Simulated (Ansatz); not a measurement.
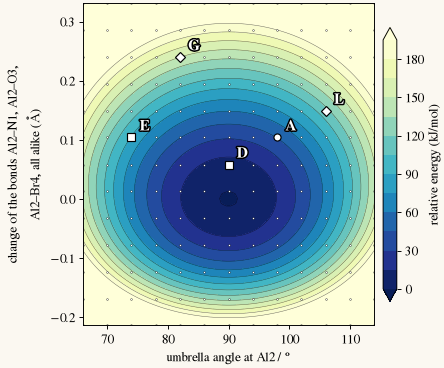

AlBrH₂NO, SMILES [NH2][Al]([O-])[Br], charge −1. The first coordinate is: umbrella angle at Al2 (between each of its bonds and their common axis; 90 is planar); the second: change of the bonds Al2–N1, Al2–O3, Al2–Br4, all alike. Nothing is relaxed (all other coordinates rigid). The grid has 13 × 13 points; 100 points were computed and 69 follow by symmetry. Points are written as (first, second). All energies are given in kJ/mol relative to the lowest grid point. Theory: RKS wB97M-V/def2-SVPD (Ansatz).

Drawn: filled contours, dots at the grid points, one colour for all values above the top of the scale, lettered points. Between grid points the surface is interpolated.

### Is E the lowest point of the computed grid?

No. E lies 89 kJ/mol above the lowest grid point, which is at (90°, 0.013 Å).

### What kind of point is each of A, D, E, G, L: minimum, saddle, maximum or slope?

A: on a slope; D: on a slope; E: on a slope; G: on a slope; L: on a slope. (In these two coordinates alone; a stationary point may lie a little off the grid point.)

### Rank the lettered points by energy, lowest first.

D (10 kJ/mol), A (46 kJ/mol), E (89 kJ/mol), L (115 kJ/mol), G (150 kJ/mol).
